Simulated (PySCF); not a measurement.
**BS₂⁻: a ladder of methods**

Aim: at the PBE0 minimum of singlet BS₂⁻, found before, compare methods on energies and levels.

Program: PySCF 2.14.0. Level of theory: several methods, basis B def2-TZVPD, S def2-TZVPD, no relativity, density fitting. These are calculated values, not measurements.

## Step 1: The starting structure

3 atoms, charge -1, spin multiplicity 1.

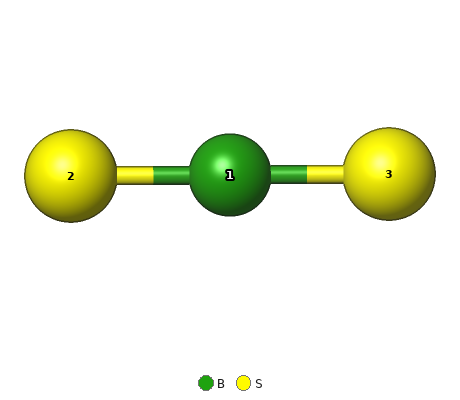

Start geometry, drawn with boron green, sulfur yellow; atoms are numbered from 1 in the order of the file.

Z-matrix (Å, degrees; charge -1 multiplicity 1):
```
B
S  1 1.6748
S  1 1.6748 2 180.00
```

## Step 2: PBE0

The steps are one call of a driver around PySCF; scf.py gives each level's set-up. Each SCF starts from the density of the minimum. The driver also runs the species with one electron less or more at the same geometry (one less: multiplicity 2); their logs are not shown.

The input, scf.py:

```python
from pyscf import gto, scf, dft
mol = gto.M(atom='''
B      0.000000     0.000000     0.000000
S     -0.000000     0.000000     1.674798
S      0.000000     0.000000    -1.674798''',
    basis={'B': 'def2-TZVPD', 'S': 'def2-TZVPD'},
    charge=-1, spin=0)
mf = dft.RKS(mol, xc='PBE0')
mf.grids.atom_grid = (99, 590)
aux = {'B': 'def2-universal-JKFIT', 'S': 'def2-universal-JKFIT'}
mf = mf.density_fit(auxbasis=aux)
mf.kernel()
```

The program printed:

```text
init E= -821.102762834579
  HOMO = -0.0646018101918955  LUMO = 0.120069692790966  gap/eV = 5.02517
cycle= 1 E= -821.102762834583  delta_E= -3.98e-12  |g|= 1.48e-06  |ddm|= 1.25e-05
  HOMO = -0.0646020518636904  LUMO = 0.120069682974857  gap/eV = 5.02517
Extra cycle  E= -821.102762834582  delta_E= 1.02e-12  |g|= 1.14e-06  |ddm|= 2.32e-06
converged SCF energy = -821.102762834582
```

This level, with the species of one electron less or more, ran for 2.4 s (4 threads, shared host).

| Quantity | Value |
| --- | --- |
| energy | -821.102763 Eh |
| one electron less (charge +0) | -820.966802 Eh (doublet, ⟨S²⟩ 0.78) |
| Mulliken charge of B1 | +0.40 e |

## Step 3: HF

Edit scf.py of step 2 so:

```diff
@@ -8,2 +8 @@
-mf = dft.RKS(mol, xc='PBE0')
-mf.grids.atom_grid = (99, 590)
+mf = scf.RHF(mol)
```

The program printed (excerpt; [...] marks lines left out):

```text
[... the frontier levels of the middle cycles are left out ...]
init E= -819.893443250248
  HOMO = -0.143088068592223  LUMO = 0.148632701602481  gap/eV = 7.93813
cycle= 1 E= -819.910006429501  delta_E= -0.0166  |g|= 0.0609  |ddm|= 0.317
  HOMO = -0.155234183122197  LUMO = 0.148594166611709  gap/eV = 8.26759
cycle= 2 E= -819.910968720326  delta_E= -0.000962  |g|= 0.0258  |ddm|= 0.0731
  HOMO = -0.152771948493428  LUMO = 0.148631050023057  gap/eV = 8.20159
cycle= 3 E= -819.911226826202  delta_E= -0.000258  |g|= 0.0119  |ddm|= 0.0289
cycle= 4 E= -819.911286471816  delta_E= -5.96e-05  |g|= 0.00255  |ddm|= 0.0139
cycle= 5 E= -819.911292563088  delta_E= -6.09e-06  |g|= 0.000785  |ddm|= 0.00558
cycle= 6 E= -819.911292986542  delta_E= -4.23e-07  |g|= 0.000214  |ddm|= 0.00137
cycle= 7 E= -819.911293028353  delta_E= -4.18e-08  |g|= 2.23e-05  |ddm|= 0.000589
cycle= 8 E= -819.911293028601  delta_E= -2.48e-10  |g|= 2.98e-06  |ddm|= 5.15e-05
  HOMO = -0.153558872230507  LUMO = 0.148680485229421  gap/eV = 8.22435
Extra cycle  E= -819.911293028606  delta_E= -4.55e-12  |g|= 9.49e-07  |ddm|= 1.01e-05
converged SCF energy = -819.911293028606
```

This level, with the species of one electron less or more, took 0.9 s.

```
energy                        : -819.911293 Eh
one electron less (charge +0) : -819.805512 Eh (doublet, ⟨S²⟩ 0.96)
Mulliken charge of B1         : +0.48 e
```

## Step 4: PBE

Edit scf.py of step 3 so:

```diff
@@ -8 +8,2 @@
-mf = scf.RHF(mol)
+mf = dft.RKS(mol, xc='PBE')
+mf.grids.atom_grid = (99, 590)
```

The program printed (excerpt; [...] marks lines left out):

```text
[... the frontier levels of the middle cycles are left out ...]
init E= -821.035672538902
  HOMO = -0.0236499881063805  LUMO = 0.109150977526318  gap/eV = 3.61370
cycle= 1 E= -821.03746905877  delta_E= -0.0018  |g|= 0.0499  |ddm|= 0.175
  HOMO = -0.0273562684285765  LUMO = 0.107715600423149  gap/eV = 3.67549
cycle= 2 E= -821.033578429121  delta_E= 0.00389  |g|= 0.121  |ddm|= 0.115
  HOMO = -0.0264661945883188  LUMO = 0.107544307096764  gap/eV = 3.64661
cycle= 3 E= -821.03817783056  delta_E= -0.0046  |g|= 0.00802  |ddm|= 0.0839
cycle= 4 E= -821.03819619283  delta_E= -1.84e-05  |g|= 0.00142  |ddm|= 0.00768
cycle= 5 E= -821.03819671806  delta_E= -5.25e-07  |g|= 0.000396  |ddm|= 0.0021
cycle= 6 E= -821.038196767602  delta_E= -4.95e-08  |g|= 2.42e-05  |ddm|= 0.000381
cycle= 7 E= -821.038196767816  delta_E= -2.14e-10  |g|= 4.47e-06  |ddm|= 3.03e-05
  HOMO = -0.0260331258499775  LUMO = 0.107601287206226  gap/eV = 3.63638
Extra cycle  E= -821.038196767789  delta_E= 2.73e-11  |g|= 1.04e-05  |ddm|= 1.16e-05
converged SCF energy = -821.038196767789
```

This level, with the species of one electron less or more, took 6.7 s.

| Quantity | Value |
| --- | --- |
| energy | -821.038197 Eh |
| one electron less (charge +0) | -820.907082 Eh (doublet, ⟨S²⟩ 0.76) |
| Mulliken charge of B1 | +0.37 e |

## Step 5: CCSD(T)

Edit scf.py of step 4 so:

```diff
@@ -8,2 +8 @@
-mf = dft.RKS(mol, xc='PBE')
-mf.grids.atom_grid = (99, 590)
+mf = scf.RHF(mol)
@@ -12,0 +12,3 @@
+from pyscf import cc
+mycc = cc.CCSD(mf, frozen=11).run()
+mycc.ccsd_t()
```

The SCF cycles repeat those of step 3.

The program printed:

```text
CCSD nocc = 8, nmo = 118
Init t2, MP2 energy = -820.344465358409  E_corr(MP2) -0.433172329802767
RCCSD converged
E(RCCSD) = -820.3711086331604  E_corr = -0.4598156045546186
RCCSD(T) correction = -0.0277831246007547
```

This level, with the species of one electron less or more, took 3.4 min.

- energy: -820.398892 Eh
- one electron less (charge +0): -820.262189 Eh (doublet, ⟨S²⟩ 0.96)
- MP2 correlation in its own fitting basis (same spin, opposite spin): -0.43315 Eh (-0.11189, -0.32126)
- CCSD, (T): -0.45982, -0.02778 Eh; T1 0.016, D1 0.041

## Step 6: r2SCAN

Edit scf.py of step 5 so:

```diff
@@ -8 +8,2 @@
-mf = scf.RHF(mol)
+mf = dft.RKS(mol, xc='R2SCAN')
+mf.grids.atom_grid = (99, 590)
@@ -12,3 +12,0 @@
-from pyscf import cc
-mycc = cc.CCSD(mf, frozen=11).run()
-mycc.ccsd_t()
```

The program printed (excerpt; [...] marks lines left out):

```text
[... the frontier levels of the middle cycles are left out ...]
init E= -821.347838646596
  HOMO = -0.0338264726534505  LUMO = 0.124793500301084  gap/eV = 4.31627
cycle= 1 E= -821.348484085336  delta_E= -0.000645  |g|= 0.0114  |ddm|= 0.159
  HOMO = -0.0351712018483181  LUMO = 0.125186873706333  gap/eV = 4.36357
cycle= 2 E= -821.348425336232  delta_E= 5.87e-05  |g|= 0.0164  |ddm|= 0.0259
  HOMO = -0.0344897716469451  LUMO = 0.125264362040488  gap/eV = 4.34713
cycle= 3 E= -821.348502810081  delta_E= -7.75e-05  |g|= 0.0051  |ddm|= 0.015
cycle= 4 E= -821.348510143411  delta_E= -7.33e-06  |g|= 0.00125  |ddm|= 0.00401
cycle= 5 E= -821.348510568744  delta_E= -4.25e-07  |g|= 0.000108  |ddm|= 0.00138
cycle= 6 E= -821.348510572519  delta_E= -3.78e-09  |g|= 6.24e-06  |ddm|= 0.000192
cycle= 7 E= -821.348510572529  delta_E= -1e-11  |g|= 1.19e-06  |ddm|= 1.39e-05
  HOMO = -0.0342193317517518  LUMO = 0.125349802824351  gap/eV = 4.34210
Extra cycle  E= -821.348510572528  delta_E= 6.82e-13  |g|= 8.92e-07  |ddm|= 3.1e-06
converged SCF energy = -821.348510572528
```

This level, with the species of one electron less or more, ran for 12 s (4 threads, shared host).

```
energy                        : -821.348511 Eh
one electron less (charge +0) : -821.214395 Eh (doublet, ⟨S²⟩ 0.78)
Mulliken charge of B1         : +0.46 e
```

## Step 7: B3LYP

Edit scf.py of step 6 so:

```diff
@@ -8 +8 @@
-mf = dft.RKS(mol, xc='R2SCAN')
+mf = dft.RKS(mol, xc='B3LYP')
```

The program printed (excerpt; [...] marks lines left out):

```text
[... the frontier levels of the middle cycles are left out ...]
init E= -821.453623956333
  HOMO = -0.0543866016956067  LUMO = 0.11429592354893  gap/eV = 4.59009
cycle= 1 E= -821.455124089013  delta_E= -0.0015  |g|= 0.0136  |ddm|= 0.277
  HOMO = -0.0551528776833632  LUMO = 0.113464038827972  gap/eV = 4.58830
cycle= 2 E= -821.455097950825  delta_E= 2.61e-05  |g|= 0.0155  |ddm|= 0.0229
  HOMO = -0.056049199324856  LUMO = 0.113374710592851  gap/eV = 4.61026
cycle= 3 E= -821.455148942855  delta_E= -5.1e-05  |g|= 0.00473  |ddm|= 0.0135
cycle= 4 E= -821.455155823043  delta_E= -6.88e-06  |g|= 0.000883  |ddm|= 0.00386
cycle= 5 E= -821.455156078949  delta_E= -2.56e-07  |g|= 0.000136  |ddm|= 0.000812
cycle= 6 E= -821.455156083601  delta_E= -4.65e-09  |g|= 1.08e-05  |ddm|= 0.00014
cycle= 7 E= -821.455156083645  delta_E= -4.41e-11  |g|= 7.65e-07  |ddm|= 1.46e-05
  HOMO = -0.0561618555288723  LUMO = 0.113345350505015  gap/eV = 4.61253
Extra cycle  E= -821.455156083646  delta_E= -1.25e-12  |g|= 7.61e-07  |ddm|= 1.73e-06
converged SCF energy = -821.455156083646
```

This level, with the species of one electron less or more, took 6.6 s.

```
energy                        : -821.455156 Eh
one electron less (charge +0) : -821.320025 Eh (doublet, ⟨S²⟩ 0.77)
Mulliken charge of B1         : +0.36 e
```

## Step 8: TPSSh

Edit scf.py of step 7 so:

```diff
@@ -8 +8 @@
-mf = dft.RKS(mol, xc='B3LYP')
+mf = dft.RKS(mol, xc='TPSSH')
```

The program printed (excerpt; [...] marks lines left out):

```text
[... the frontier levels of the middle cycles are left out ...]
init E= -821.451648319923
  HOMO = -0.0438823846805109  LUMO = 0.115527751038458  gap/eV = 4.33777
cycle= 1 E= -821.452017513691  delta_E= -0.000369  |g|= 0.006  |ddm|= 0.278
  HOMO = -0.0426504567589195  LUMO = 0.115341141035677  gap/eV = 4.29917
cycle= 2 E= -821.452022849394  delta_E= -5.34e-06  |g|= 0.00241  |ddm|= 0.016
  HOMO = -0.0431951836828462  LUMO = 0.115207462127033  gap/eV = 4.31036
cycle= 3 E= -821.452023927868  delta_E= -1.08e-06  |g|= 0.00156  |ddm|= 0.00419
cycle= 4 E= -821.452024649654  delta_E= -7.22e-07  |g|= 0.000506  |ddm|= 0.00135
cycle= 5 E= -821.452024715342  delta_E= -6.57e-08  |g|= 0.000137  |ddm|= 0.000505
cycle= 6 E= -821.452024720012  delta_E= -4.67e-09  |g|= 1.33e-05  |ddm|= 0.000126
cycle= 7 E= -821.452024720064  delta_E= -5.21e-11  |g|= 2.31e-06  |ddm|= 1.68e-05
  HOMO = -0.0430888682674081  LUMO = 0.115211304491266  gap/eV = 4.30757
Extra cycle  E= -821.452024720061  delta_E= 2.96e-12  |g|= 3.69e-06  |ddm|= 5.7e-06
converged SCF energy = -821.452024720061
```

This level, with the species of one electron less or more, took 12 s.

- energy: -821.452025 Eh
- one electron less (charge +0): -821.319206 Eh (doublet, ⟨S²⟩ 0.77)
- Mulliken charge of B1: +0.57 e

## Step 9: BP86

Edit scf.py of step 8 so:

```diff
@@ -8 +8 @@
-mf = dft.RKS(mol, xc='TPSSH')
+mf = dft.RKS(mol, xc='B88,P86')
```

The program printed (excerpt; [...] marks lines left out):

```text
[... the frontier levels of the middle cycles are left out ...]
init E= -821.497238949511
  HOMO = -0.0273150312625781  LUMO = 0.111575792317977  gap/eV = 3.77941
cycle= 1 E= -821.49962962289  delta_E= -0.00239  |g|= 0.0362  |ddm|= 0.251
  HOMO = -0.0299585370001594  LUMO = 0.111005056306529  gap/eV = 3.83581
cycle= 2 E= -821.497541601913  delta_E= 0.00209  |g|= 0.0883  |ddm|= 0.0855
  HOMO = -0.0296025884946974  LUMO = 0.110853362232993  gap/eV = 3.82200
cycle= 3 E= -821.500023365163  delta_E= -0.00248  |g|= 0.00548  |ddm|= 0.0609
cycle= 4 E= -821.500031736038  delta_E= -8.37e-06  |g|= 0.000963  |ddm|= 0.00519
cycle= 5 E= -821.500031910962  delta_E= -1.75e-07  |g|= 0.000362  |ddm|= 0.00138
cycle= 6 E= -821.50003195195  delta_E= -4.1e-08  |g|= 5.04e-06  |ddm|= 0.000351
cycle= 7 E= -821.500031951956  delta_E= -5.68e-12  |g|= 1.62e-06  |ddm|= 1.44e-05
  HOMO = -0.0294548724922243  LUMO = 0.110878951596361  gap/eV = 3.81868
Extra cycle  E= -821.500031951952  delta_E= 3.87e-12  |g|= 4.31e-06  |ddm|= 4.29e-06
converged SCF energy = -821.500031951952
```

This level, with the species of one electron less or more, took 7.2 s.

| Property | Result |
| --- | --- |
| energy | -821.500032 Eh |
| one electron less (charge +0) | -821.365330 Eh (doublet, ⟨S²⟩ 0.76) |
| Mulliken charge of B1 | +0.41 e |

## Step 10: M06-L

Edit scf.py of step 9 so:

```diff
@@ -8 +8 @@
-mf = dft.RKS(mol, xc='B88,P86')
+mf = dft.RKS(mol, xc='M06L')
```

The program printed (excerpt; [...] marks lines left out):

```text
[... the frontier levels of the middle cycles are left out ...]
init E= -821.398316765142
  HOMO = -0.0369063681790947  LUMO = 0.117504072071707  gap/eV = 4.20172
cycle= 1 E= -821.403815329571  delta_E= -0.0055  |g|= 0.0252  |ddm|= 1.42
  HOMO = -0.0285525225263025  LUMO = 0.115875794455905  gap/eV = 3.93009
cycle= 2 E= -821.403921723832  delta_E= -0.000106  |g|= 0.0147  |ddm|= 0.433
  HOMO = -0.0311840580404285  LUMO = 0.11593288416852  gap/eV = 4.00326
cycle= 3 E= -821.403968826112  delta_E= -4.71e-05  |g|= 0.00553  |ddm|= 0.0499
cycle= 4 E= -821.403972928236  delta_E= -4.1e-06  |g|= 0.00397  |ddm|= 0.0196
cycle= 5 E= -821.403977401437  delta_E= -4.47e-06  |g|= 0.00117  |ddm|= 0.0107
cycle= 6 E= -821.403977843487  delta_E= -4.42e-07  |g|= 0.000102  |ddm|= 0.00888
cycle= 7 E= -821.403977846947  delta_E= -3.46e-09  |g|= 2.5e-05  |ddm|= 0.00166
cycle= 8 E= -821.403977847201  delta_E= -2.54e-10  |g|= 3.66e-06  |ddm|= 0.00042
  HOMO = -0.0301532675660037  LUMO = 0.115959031003886  gap/eV = 3.97592
Extra cycle  E= -821.403977847206  delta_E= -4.55e-12  |g|= 2.72e-06  |ddm|= 9.35e-05
converged SCF energy = -821.403977847206
```

This level, with the species of one electron less or more, ran for 14 s (4 threads, shared host).

* energy: -821.403978 Eh
* one electron less (charge +0): -821.272526 Eh (doublet, ⟨S²⟩ 0.77)
* Mulliken charge of B1: +1.06 e

## Step 11: Comparison of the levels

| level | vertical ionisation energy (eV) | −ε(HOMO) (eV) | gap (eV) | wall time |
| --- | --- | --- | --- | --- |
| PBE0 | 3.70 | 1.76 | 5.03 | 2.4 s |
| HF | 2.88 | 4.18 | 8.22 | 0.9 s |
| PBE | 3.57 | 0.71 | 3.64 | 6.7 s |
| CCSD(T) | 3.72 | – | – | 3.4 min |
| r2SCAN | 3.65 | 0.93 | 4.34 | 12 s |
| B3LYP | 3.68 | 1.53 | 4.61 | 6.6 s |
| TPSSh | 3.61 | 1.17 | 4.31 | 12 s |
| BP86 | 3.67 | 0.80 | 3.82 | 7.2 s |
| M06-L | 3.58 | 0.82 | 3.98 | 14 s |

Times are for 4 threads, shared host; PBE0 starts from its own converged density, so its time is not comparable. A dash stands where a species or a free atom was not run at that level, or the quantity is not defined.

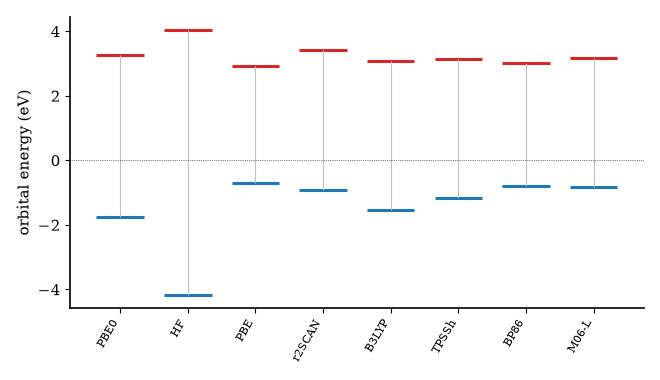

Highest occupied (blue) and lowest empty (red) levels by method.

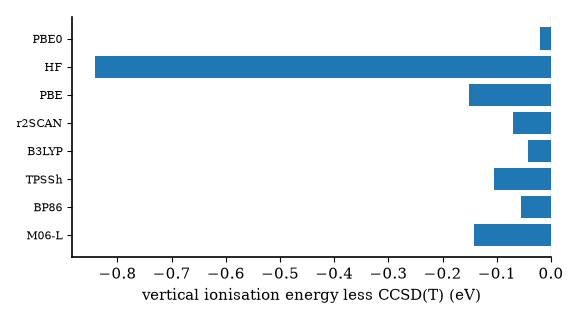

Deviation of the vertical ionisation energy from CCSD(T).

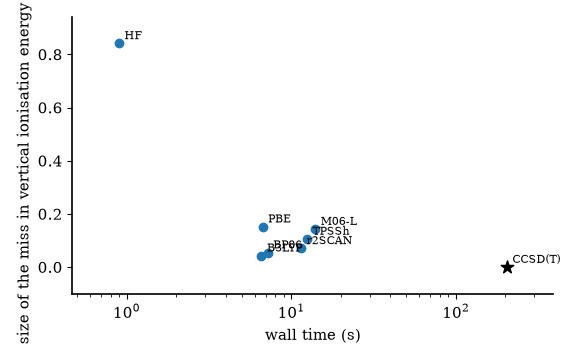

Cost against accuracy: time of each level and its distance from CCSD(T) in the vertical ionisation energy.

## Step 12: Results

```
                                    quantity                       value
         vertical ionisation energy, CCSD(T)                     3.72 eV
                          orbital gap, range  3.64 (PBE) to 8.22 (HF) eV
                                      T1, D1                0.016, 0.041
T1, D1 of the species with one electron less                0.036, 0.136
```

What this shows: For the vertical ionisation energy, PBE0 comes nearest to CCSD(T) (-0.02 eV) and HF is farthest (-0.84 eV). B3LYP costs 6.6 s against 3.4 min for CCSD(T), a factor of about 30, and lands within 0.04 eV. PBE's −ε(HOMO), 0.7 eV, falls 3.0 eV short of the ionisation energy, while its energy difference gives 3.6 eV.
